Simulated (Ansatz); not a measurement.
**GeH4O: reading failed and doubtful runs**

3 inputs were typed for GeH4O. Each is run as it stands; the log then has to tell whether the result can be used.

Program: Ansatz 0.2.0, Gaussian basis. Level of theory: the settings change from run to run. These are calculated values, not measurements.

### Step 1. The geometry

The geometry comes from an earlier relaxation with PBE0-D4 in a triple-zeta def2 set; it is a stationary point.

SMILES `[OH][GeH3]`, 6 atoms, charge 0, spin multiplicity 1.

Atoms are counted from 1 here; the program's logs count them from 0.

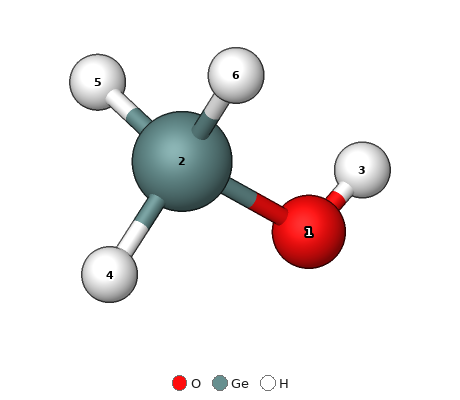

The structure; oxygen red, germanium teal, hydrogen white; atoms are numbered from 1 in the order of the file.

### Step 2. Attempt 1

The input, in.yaml:

```yaml
crystal:
  periodic: [false, false, false]
  atoms:
    - {symbol: O, position_ang: [0.476170, -1.265200, 0.382667]}
    - {symbol: Ge, position_ang: [-0.254090, 0.213861, -0.252568]}
    - {symbol: H, position_ang: [1.225446, -1.065331, 0.945486]}
    - {symbol: H, position_ang: [-1.499736, -0.202171, -0.938683]}
    - {symbol: H, position_ang: [0.695175, 0.942635, -1.114944]}
    - {symbol: H, position_ang: [-0.605292, 1.283848, 0.993830]}
basis:
  gaussian: {orbitals: cc-pVDZ}
magnetization: {spin_polarized: true, initial_magnetization: 2}
hamiltonian: {xc: {name: PBE0}, dispersion: d2}
scf: {lower_state_search: light}
```

Command:

```
$ ansatz run in.yaml --threads 4 --pin off --events-out ev --progress --plain --max-ram 10444MiB
```

Standard output:

```text
Error: YAML parse error: error: line 13 column 45: hamiltonian.dispersion: `d2` is not `none`, `rvv10`, `d3bj`, `d3bjatm`, `d4` or a map `{method: …, s8: …, a1: …, a2_bohr: …}` (numbers without units, a2 in bohr) or `{method: …, functional: …}`
  --> <input>:13:45
   |
11 |   gaussian: {orbitals: cc-pVDZ}
12 | magnetization: {spin_polarized: true, initial_magnetization: 2}
13 | hamiltonian: {xc: {name: PBE0}, dispersion: d2}
   |                                             ^ hamiltonian.dispersion: `d2` is not `none`, `rvv10`, `d3bj`, `d3bjatm`, `d4` or a map `{method: …, s8: …, a1: …, a2_bohr: …}` (numbers without units, a2 in bohr) or `{method: …, functional: …}`
14 | scf: {lower_state_search: light}
   |
```

Wall time 0.05 s (4 threads of Intel Xeon 6975P-C, shared host).

What is wrong: Refused before any calculation. d2 isn't among the dispersion terms that the program offers. It also asks for charge 0 and multiplicity 3, another species or state than the molecule above. Its coordinates are also moved off the relaxed structure. Fix: name d3bj, d3bjatm, d4 or rvv10, or leave the key out, and set charge and spin to those of the species named.

### Step 3. Attempt 2

The input, in.yaml:

```yaml
crystal:
  periodic: [false, false, false]
  atoms:
    - {symbol: O, position_ang: [1.005657, -2.709107, 0.940985]}
    - {symbol: Ge, position_ang: [-0.586519, 0.586565, -0.468444]}
    - {symbol: H, position_ang: [2.793521, -2.357780, 2.005568]}
    - {symbol: H, position_ang: [-3.366626, -0.448442, -2.062568]}
    - {symbol: H, position_ang: [1.576349, 2.095302, -2.598538]}
    - {symbol: H, position_ang: [-1.329762, 2.692880, 2.081577]}
basis:
  gaussian: {orbitals: x2c-TZVPPall}
hamiltonian: {xc: {name: PBE0}}
output: {forces: true}
```

Launched as before.

Standard output, cut to the lines that bear on the results:

```text
Functional definition: PBE0
  name "PBE0"
  cite "Adamo & Barone, J. Chem. Phys. 110, 6158 (1999) doi:10.1063/1.478522"
  cite "Perdew, Burke & Ernzerhof, Phys. Rev. Lett. 77, 3865 (1996) doi:10.1103/PhysRevLett.77.3865"
  parent pbe
[...]
809 factors; their error is unknown
[...]
mean field -59195.26468029 eV, -2175.3858530093 hartree, gradient 5.3e-6 eV, S^2 0.000000; 3 other end points of the search recorded, 0 dependent functions left out
[...]
reference -59195.26471662 eV, -2175.3858543443 hartree; 22, 22 occupied and 113, 113 virtual orbitals, 809 factors
Total energy: -59195.26471662 eV, -2175.3858543443 hartree
Relativity: scalar
Atom 0 at     1.005657    -2.709107     0.940985 Å, force     2.509258     1.080629     1.419020 eV/Å
Atom 1 at    -0.586519     0.586565    -0.468444 Å, force    -0.157232     0.242063    -0.128552 eV/Å
Atom 2 at     2.793521    -2.357780     2.005568 Å, force    -2.816579    -0.501012    -1.683839 eV/Å
Atom 3 at    -3.366626    -0.448442    -2.062568 Å, force     0.910769     0.335190     0.522733 eV/Å
Atom 4 at     1.576349     2.095302    -2.598538 Å, force    -0.682116    -0.484049     0.674521 eV/Å
Atom 5 at    -1.329762     2.692880     2.081577 Å, force     0.235901    -0.672821    -0.803884 eV/Å
Dipole moment:    -0.099133     0.660295    -0.145935 e Å
```

Run time: 1.6 s. Hardware: 4 threads of Intel Xeon 6975P-C, shared host; peak memory 0.27 GiB.

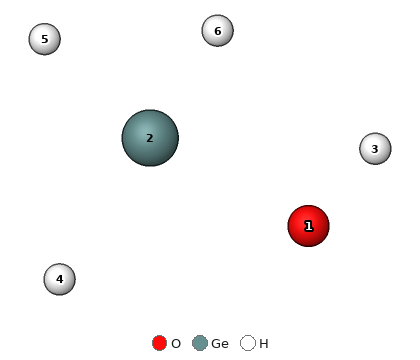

The geometry of this input.

What is wrong: It ended without an error, which proves nothing about the input. The geometry is stretched to more than twice its size. The shortest distance is 2.11 Å (O1–H3), against 0.96 Å in the relaxed molecule. Its energy is no property of the relaxed molecule. Fix: use the relaxed coordinates.

### Step 4. Attempt 3

The input, in.yaml:

```yaml
crystal:
  periodic: [false, false, false]
  atoms:
    - {symbol: O, position_ang: [0.341500, -0.732680, 0.318812]}
    - {symbol: Ge, position_ang: [-0.138253, 0.204725, -0.116793]}
    - {symbol: H, position_ang: [0.768730, -0.793022, 0.628790]}
    - {symbol: H, position_ang: [-0.911788, -0.117784, -0.574212]}
    - {symbol: H, position_ang: [0.449156, 0.688327, -0.681934]}
    - {symbol: H, position_ang: [-0.378782, 0.834441, 0.693696]}
basis:
  gaussian: {orbitals: aug-pcseg-2}
hamiltonian: {xc: {name: revPBE}}
output: {forces: true}
```

Launched as before.

Standard output, cut to the lines that bear on the results:

```text
Functional definition: revPBE
  name "revPBE"
  cite "Zhang & Yang, Phys. Rev. Lett. 80, 890 (1998) doi:10.1103/PhysRevLett.80.890"
  cite "Perdew, Burke & Ernzerhof, Phys. Rev. Lett. 77, 3865 (1996) doi:10.1103/PhysRevLett.77.3865"
[...]
876 factors; their error is unknown
[...]
mean field -58568.47980176 eV, -2152.3519335733 hartree, gradient 3.9e-5 eV, S^2 0.000000; 0 other end points of the search recorded, 0 dependent functions left out
[...]
reference -58568.47986572 eV, -2152.3519359235 hartree; 22, 22 occupied and 175, 175 virtual orbitals, 876 factors
Total energy: -58568.47986572 eV, -2152.3519359235 hartree
Atom 0 at     0.341500    -0.732680     0.318812 Å, force   -52.055507   -81.609227   -29.282463 eV/Å
Atom 1 at    -0.138253     0.204725    -0.116793 Å, force   -37.594827    71.473702   -19.347847 eV/Å
Atom 2 at     0.768730    -0.793022     0.628790 Å, force   105.245661   -18.126912    76.673314 eV/Å
Atom 3 at    -0.911788    -0.117784    -0.574212 Å, force   -36.429415   -13.411468   -21.629401 eV/Å
Atom 4 at     0.449156     0.688327    -0.681934 Å, force    27.993750    23.926017   -27.698691 eV/Å
Atom 5 at    -0.378782     0.834441     0.693696 Å, force    -7.159662    17.747889    21.285088 eV/Å
Dipole moment:     0.254387    -0.166340     0.150634 e Å
```

Run time: 0.85 s. Hardware: 4 threads of Intel Xeon 6975P-C, shared host.

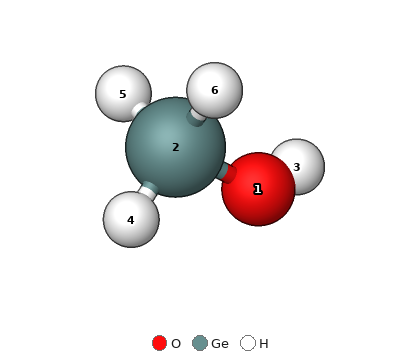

The geometry of this input.

Diagnosis: It ended without an error, which proves nothing about the input. The geometry is squeezed well below its size. The shortest distance is 0.53 Å (O1–H3), against 0.96 Å in the relaxed molecule. Its coordinates are also moved off the relaxed structure. Its energy is no property of the relaxed molecule. Fix: use the relaxed coordinates.

### Step 5. Summary

| attempt | level | ended | cause | time |
| --- | --- | --- | --- | --- |
| 1 | PBE0/cc-pVDZ | refused | d2 isn't among the dispersion terms that the program offers | 0.05 s |
| 2 | PBE0/x2c-TZVPPall | converged | the geometry is stretched to more than twice its size | 1.6 s |
| 3 | revPBE/aug-pcseg-2 | converged | the geometry is squeezed well below its size | 0.85 s |

1 refused, 2 converged. A refusal costs next to no computing time. The dangerous case is the input that converges on a wrong geometry, charge, spin, basis or grid: often only a look at the input shows it.
